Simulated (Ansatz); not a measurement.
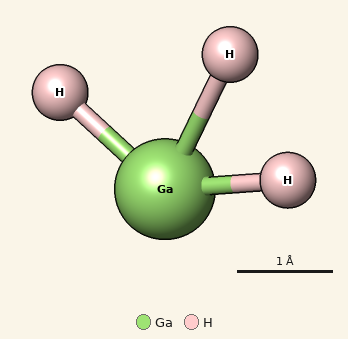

The structure as given in the input (ball-and-stick view, seen at a tilt). Sticks mark near contacts.

# Phonon calculation, with input and output: GaH₃

- system: GaH₃
- method: RKS PBE0/def2-TZVP (Ansatz 0.2.0)

It belongs to a series of runs on one base structure; here: vibrations at the highest image of the band.

**Output**
```
Engine: ansatz 0.2.0, aarch64-unknown-linux-gnu
Functional definition: PBE0
  parameter a = 0.25
  parameter kappa = 0.804
  parameter beta = 0.06672455060314922
  exchange = (1 - a)*pbe_x(kappa = kappa, mu = beta*pi^2/3) + a*exact_x
  correlation = pbe_c(beta = beta)
545 factors; their error is unknown
mean field evaluation 1: about -52415.0858 eV, gradient 2.4e1 eV
mean field evaluation 2: about -52414.0134 eV, gradient 3.3e1 eV
mean field evaluation 4: about -52416.2627 eV, gradient 6.0e-1 eV
mean field evaluation 8: about -52416.4512 eV, gradient 6.3e-3 eV
mean field -52416.45122889 eV, -1926.2690535149 hartree, gradient 7.5e-5 eV, S^2 0.000000; 0 other end points of the search recorded, 0 dependent functions left out
the calculation of the forces begins
reference -52416.45125337 eV, -1926.2690544145 hartree; 17, 17 occupied and 49, 49 virtual orbitals, 545 factors
these checks for a lower state are left out or cut short: stability, starts, cluster_reference, orbital_swaps, neighbouring_geometries, increment
545 factors; their error is unknown
mean field evaluation 16: about -52416.4512 eV, gradient 1.0e-1 eV
mean field -52416.45122970 eV, -1926.2690535449 hartree, gradient 1.9e-6 eV, S^2 0.000000; 0 other end points of the search recorded, 0 dependent functions left out
the calculation of the forces begins
reference -52416.45125418 eV, -1926.2690544445 hartree; 17, 17 occupied and 49, 49 virtual orbitals, 545 factors
these checks for a lower state are left out or cut short: stability, starts, cluster_reference, orbital_swaps, neighbouring_geometries, increment
545 factors; their error is unknown
mean field -52416.45121603 eV, -1926.2690530423 hartree, gradient 2.2e-6 eV, S^2 0.000000; 0 other end points of the search recorded, 0 dependent functions left out
the calculation of the forces begins
reference -52416.45124050 eV, -1926.2690539417 hartree; 17, 17 occupied and 49, 49 virtual orbitals, 545 factors
these checks for a lower state are left out or cut short: stability, starts, cluster_reference, orbital_swaps, neighbouring_geometries, increment
545 factors; their error is unknown
mean field evaluation 32: about -52416.4512 eV, gradient 1.1e-4 eV
mean field -52416.45121680 eV, -1926.2690530706 hartree, gradient 2.0e-6 eV, S^2 0.000000; 0 other end points of the search recorded, 0 dependent functions left out
the calculation of the forces begins
reference -52416.45124127 eV, -1926.2690539700 hartree; 17, 17 occupied and 49, 49 virtual orbitals, 545 factors
these checks for a lower state are left out or cut short: stability, starts, cluster_reference, orbital_swaps, neighbouring_geometries, increment
545 factors; their error is unknown
mean field -52416.45115850 eV, -1926.2690509282 hartree, gradient 2.0e-6 eV, S^2 0.000000; 0 other end points of the search recorded, 0 dependent functions left out
the calculation of the forces begins
reference -52416.45118298 eV, -1926.2690518279 hartree; 17, 17 occupied and 49, 49 virtual orbitals, 545 factors
these checks for a lower state are left out or cut short: stability, starts, cluster_reference, orbital_swaps, neighbouring_geometries, increment
545 factors; their error is unknown
mean field -52416.45121256 eV, -1926.2690529148 hartree, gradient 2.2e-6 eV, S^2 0.000000; 0 other end points of the search recorded, 0 dependent functions left out
the calculation of the forces begins
reference -52416.45123704 eV, -1926.2690538144 hartree; 17, 17 occupied and 49, 49 virtual orbitals, 545 factors
these checks for a lower state are left out or cut short: stability, starts, cluster_reference, orbital_swaps, neighbouring_geometries, increment
545 factors; their error is unknown
mean field -52416.45120544 eV, -1926.2690526531 hartree, gradient 1.3e-6 eV, S^2 0.000000; 0 other end points of the search recorded, 0 dependent functions left out
the calculation of the forces begins
reference -52416.45122991 eV, -1926.2690535526 hartree; 17, 17 occupied and 49, 49 virtual orbitals, 545 factors
these checks for a lower state are left out or cut short: stability, starts, cluster_reference, orbital_swaps, neighbouring_geometries, increment
545 factors; their error is unknown
mean field -52416.45123050 eV, -1926.2690535740 hartree, gradient 1.8e-6 eV, S^2 0.000000; 0 other end points of the search recorded, 0 dependent functions left out
the calculation of the forces begins
reference -52416.45125497 eV, -1926.2690544736 hartree; 17, 17 occupied and 49, 49 virtual orbitals, 545 factors
these checks for a lower state are left out or cut short: stability, starts, cluster_reference, orbital_swaps, neighbouring_geometries, increment
545 factors; their error is unknown
mean field evaluation 64: about -52416.4512 eV, gradient 1.0e-4 eV
mean field -52416.45122793 eV, -1926.2690534797 hartree, gradient 2.6e-6 eV, S^2 0.000000; 0 other end points of the search recorded, 0 dependent functions left out
the calculation of the forces begins
reference -52416.45125241 eV, -1926.2690543793 hartree; 17, 17 occupied and 49, 49 virtual orbitals, 545 factors
these checks for a lower state are left out or cut short: stability, starts, cluster_reference, orbital_swaps, neighbouring_geometries, increment
545 factors; their error is unknown
mean field -52416.45121347 eV, -1926.2690529483 hartree, gradient 1.5e-6 eV, S^2 0.000000; 0 other end points of the search recorded, 0 dependent functions left out
the calculation of the forces begins
reference -52416.45123795 eV, -1926.2690538478 hartree; 17, 17 occupied and 49, 49 virtual orbitals, 545 factors
these checks for a lower state are left out or cut short: stability, starts, cluster_reference, orbital_swaps, neighbouring_geometries, increment
545 factors; their error is unknown
mean field -52416.45124299 eV, -1926.2690540330 hartree, gradient 1.7e-6 eV, S^2 0.000000; 0 other end points of the search recorded, 0 dependent functions left out
the calculation of the forces begins
reference -52416.45126747 eV, -1926.2690549326 hartree; 17, 17 occupied and 49, 49 virtual orbitals, 545 factors
these checks for a lower state are left out or cut short: stability, starts, cluster_reference, orbital_swaps, neighbouring_geometries, increment
545 factors; their error is unknown
mean field -52416.45119033 eV, -1926.2690520981 hartree, gradient 1.4e-6 eV, S^2 0.000000; 0 other end points of the search recorded, 0 dependent functions left out
the calculation of the forces begins
reference -52416.45121481 eV, -1926.2690529977 hartree; 17, 17 occupied and 49, 49 virtual orbitals, 545 factors
these checks for a lower state are left out or cut short: stability, starts, cluster_reference, orbital_swaps, neighbouring_geometries, increment
545 factors; their error is unknown
mean field -52416.45122921 eV, -1926.2690535267 hartree, gradient 1.7e-6 eV, S^2 0.000000; 0 other end points of the search recorded, 0 dependent functions left out
the calculation of the forces begins
reference -52416.45125369 eV, -1926.2690544262 hartree; 17, 17 occupied and 49, 49 virtual orbitals, 545 factors
these checks for a lower state are left out or cut short: stability, starts, cluster_reference, orbital_swaps, neighbouring_geometries, increment
545 factors; their error is unknown
mean field evaluation 96: about -52416.4512 eV, gradient 4.2e-5 eV
mean field -52416.45123167 eV, -1926.2690536171 hartree, gradient 1.1e-6 eV, S^2 0.000000; 0 other end points of the search recorded, 0 dependent functions left out
the calculation of the forces begins
reference -52416.45125614 eV, -1926.2690545165 hartree; 17, 17 occupied and 49, 49 virtual orbitals, 545 factors
these checks for a lower state are left out or cut short: stability, starts, cluster_reference, orbital_swaps, neighbouring_geometries, increment
545 factors; their error is unknown
mean field -52416.45122287 eV, -1926.2690532939 hartree, gradient 1.1e-6 eV, S^2 0.000000; 0 other end points of the search recorded, 0 dependent functions left out
the calculation of the forces begins
reference -52416.45124736 eV, -1926.2690541936 hartree; 17, 17 occupied and 49, 49 virtual orbitals, 545 factors
these checks for a lower state are left out or cut short: stability, starts, cluster_reference, orbital_swaps, neighbouring_geometries, increment
545 factors; their error is unknown
mean field -52416.45119464 eV, -1926.2690522562 hartree, gradient 1.1e-6 eV, S^2 0.000000; 0 other end points of the search recorded, 0 dependent functions left out
the calculation of the forces begins
reference -52416.45121912 eV, -1926.2690531558 hartree; 17, 17 occupied and 49, 49 virtual orbitals, 545 factors
these checks for a lower state are left out or cut short: stability, starts, cluster_reference, orbital_swaps, neighbouring_geometries, increment
545 factors; their error is unknown
mean field -52416.45121662 eV, -1926.2690530641 hartree, gradient 1.3e-6 eV, S^2 0.000000; 0 other end points of the search recorded, 0 dependent functions left out
the calculation of the forces begins
reference -52416.45124110 eV, -1926.2690539635 hartree; 17, 17 occupied and 49, 49 virtual orbitals, 545 factors
WARN: phonons: modes at or below zero, which the zero-point energy, F, S and C_V leave out: 1, the lowest at -1217.61 cm⁻¹. A minimum has none, and a first-order saddle one
Total energy: -52416.45125337 eV, -1926.2690544145 hartree
Atom 0 at     0.379870    -0.002527    -0.521883 Å, force     0.016474     0.000004     0.002746 eV/Å
Atom 1 at     0.617464     0.003438     1.268891 Å, force     0.000723     0.000004     0.001400 eV/Å
Atom 2 at     1.704723    -0.000205     0.300097 Å, force    -0.010998    -0.000016    -0.005907 eV/Å
Atom 3 at    -1.123457    -0.000706    -0.135606 Å, force    -0.006198     0.000008     0.001761 eV/Å
Dipole moment:    -0.006577    -0.000425    -0.126477 e Å
Vibrations: -1217.61 473.12 768.42 1322.81 2011.22 2039.07 cm⁻¹, zero-point energy 0.410056 eV
```

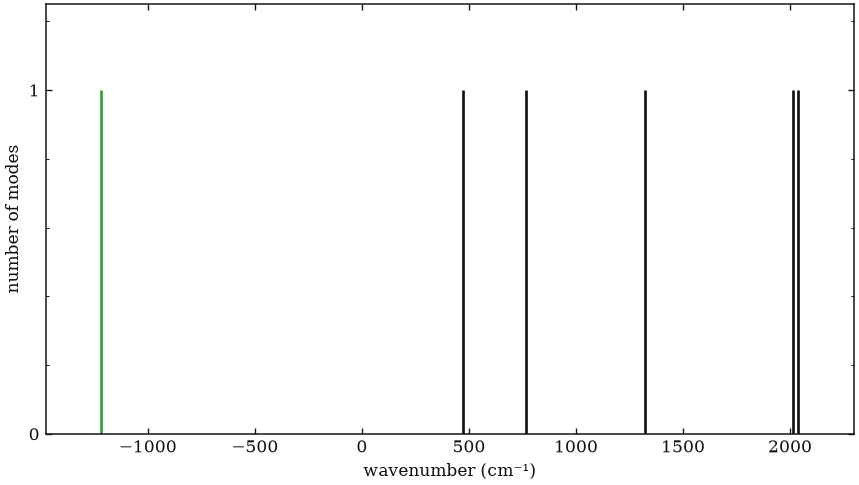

Harmonic vibrational wavenumbers from the force constants; neighbouring modes closer than 15 cm⁻¹ are counted in one stick, and imaginary ones are drawn at negative wavenumbers. 6 modes from 1218i to 2039 cm⁻¹, 1 imaginary beyond 8i (1218i cm⁻¹): a first-order saddle point, if the geometry is stationary.

This output came from the following input.

**The input**
```yaml
crystal:
  periodic: [false, false, false]
  atoms:
    - { symbol: Ga, position_ang: [0.37987, -0.002527, -0.521883] }
    - { symbol: H, position_ang: [0.617464, 0.003438, 1.268891] }
    - { symbol: H, position_ang: [1.704723, -0.000205, 0.300097] }
    - { symbol: H, position_ang: [-1.123457, -0.000706, -0.135606] }
basis:
  gaussian: { orbitals: def2-TZVP }
hamiltonian:
  xc: pbe0
phonons: {}
```

Launched with:
```bash
ansatz run input.yaml --threads 1 --pin off --max-ram 2048MiB --backend cpu --events-out ev --progress --plain --runs-dir out
```

**Summary**

| quantity | value |
| --- | --- |
| outcome | converged |
| total energy | −52416.4513 eV |
| mean-field energy | −52416.4513 eV |
| largest force (length of the vector) | 0.017 eV/Å |
| hardware | 1 thread of Arm Neoverse V2, 24 GiB of memory available, shared host |
| wall time | 9.8 s |
| peak memory | 0.1 GiB |
